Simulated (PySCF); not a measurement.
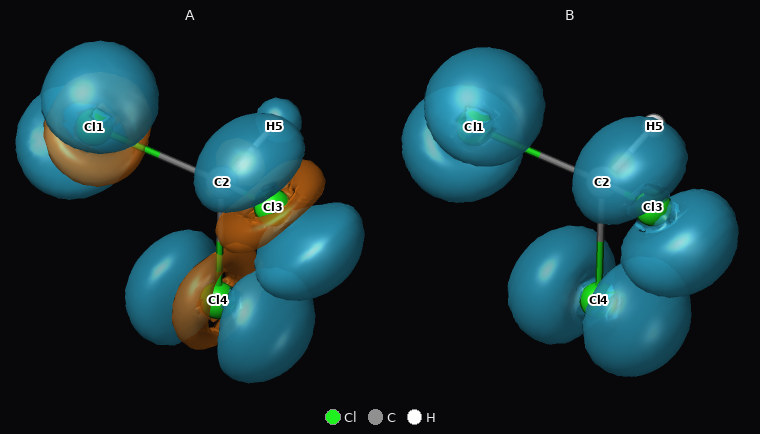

Figure 1: CHCl$_{3}$, SMILES `ClC(Cl)Cl`. The Fukui function f⁻ from two separate SCF calculations and the density of the HOMO, at ±0.03 e/Å³ (light blue positive, orange negative).

Method: B3LYP/def2-SVPD; geometry: GFN2-xTB; program: PySCF. No frequency check shows the geometry to be a minimum. GFN2-xTB bond lengths at metals and heavier atoms can be off by up to 0.1 Å and shapes distorted, which carries into these values.

Input

```python
import numpy as np
from pyscf import gto, scf, dft
from pyscf.scf import atom_ks, atom_hf
from scipy.linalg import block_diag

def solve(mol, dm0=None, hcore=None):
    mf = (dft.UKS if mol.spin else dft.RKS)(mol, xc='b3lyp')
    mf.grids.level = 3
    mf = mf.density_fit(auxbasis='def2-universal-jkfit')
    mf.conv_tol, mf.max_cycle = 1e-8, 80
    if hcore is not None:
        mf.get_hcore = lambda *args: hcore
    mf.kernel(dm0)
    if not mf.converged:
        mf = mf.newton().run(mf.mo_coeff, mf.mo_occ, max_cycle=30)
    assert mf.converged, 'SCF not converged'
    return mf

mol = gto.M(atom='''
Cl     1.61831    -0.43393     0.08743
C      0.00005    -0.00009    -0.48107
Cl    -1.18498    -1.18449     0.08743
Cl    -0.43335     1.61845     0.08742
H     -0.00003    -0.00003    -1.57242
''', basis='def2-svpd', charge=0, spin=0, verbose=4)
mf = solve(mol)
out = dict(e0=mf.e_tot, dm0=mf.make_rdm1(), c=mf.mo_coeff, occ=mf.mo_occ, eps=mf.mo_energy)
for name, dq, spin in [('cation', 1, 1)]:
    ion = mol.copy().set(charge=mol.charge + dq, spin=spin).build()
    mi = solve(ion)
    if spin and dq > 0 and mol.nao < 130:
        c, _, stable, _ = mi.stability(return_status=True)
        if not stable:
            mi = solve(ion, mi.make_rdm1(c, mi.mo_occ))
    print(name, 'vertical energy change / eV', (mi.e_tot - mf.e_tot) * 27.211386)
    out.update({'e_' + name: mi.e_tot, 'dm_' + name: mi.make_rdm1(), 's2_' + name: mi.spin_square()[0], 'eps_' + name: mi.mo_energy, 'occ_' + name: mi.mo_occ})
# spherically averaged free atoms, for the promolecule
atm = atom_ks.get_atm_nrks(mol, xc='b3lyp')
pro = block_diag(*[(atm[a[0]][2] * atm[a[0]][3]) @ atm[a[0]][2].T for a in mol._atom])
np.savez('result.npz', pro=pro, **out)
```

Run with:

```sh
OMP_NUM_THREADS=1 python input.py
```

The run took 61 s on 1 thread of Intel(R) Xeon(R) 6975P-C (Granite Rapids), on a shared host, peak memory 0.54 GiB.

Partitions, critical points and surface values were worked out afterwards from this run's density.

Which panel is which, and how good is the frozen-orbital picture?

Answer. A is f⁻ (it has negative regions), B the HOMO density. The HOMO lies on Cl1, Cl3 and Cl4 (33 % each); f⁻ (Hirshfeld-condensed) is largest on Cl1, Cl3 and Cl4 (0.31 each); the vertical ionisation energy is 11.08 eV. Relaxation shifts 4 % of the electron between atoms. The orbital energy is −8.69 eV.
